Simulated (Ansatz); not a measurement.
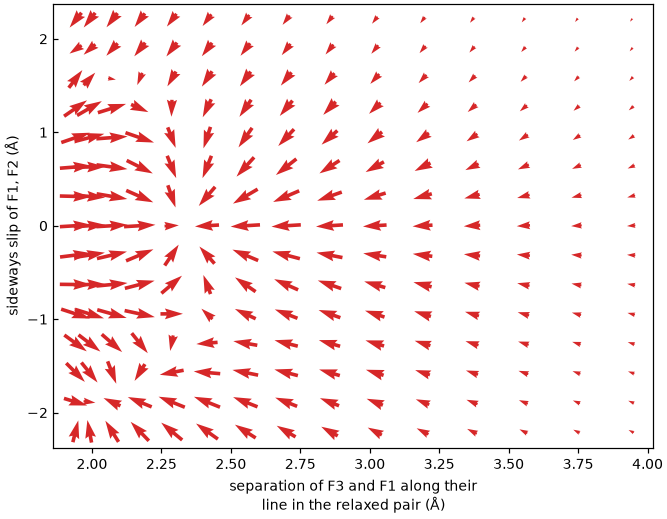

The pair F₂···F₂. First axis: separation of F3 and F1 along their line in the relaxed pair. Second axis: sideways slip of F1, F2. Nothing is relaxed (both partners rigid). The grid has 15 × 15 points. Points are written as (first, second). All numbers below come from RKS SPW92 (LDA)/def2-TZVPD (Ansatz 0.2.0).

Drawn: arrows along the force (downhill), their lengths compressed.

**The arrows alone are given. Where is the energy lowest?**

The arrows converge at about (2.311 Å, 0.001 Å) (read from the interpolated surface).

The energy map of the same scan:

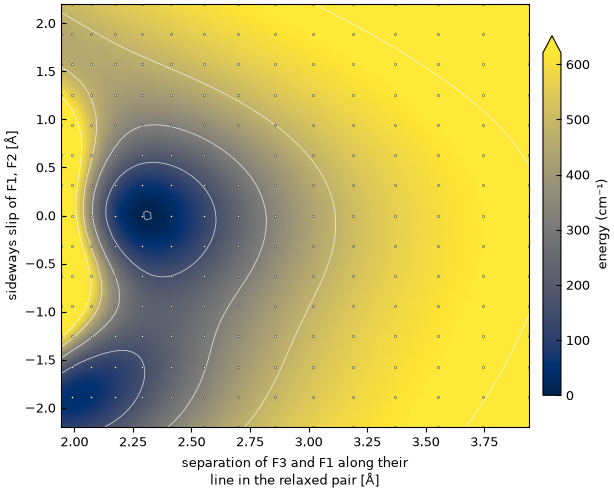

Energies are in cm⁻¹, from the lowest grid point; between grid points the surface is interpolated.
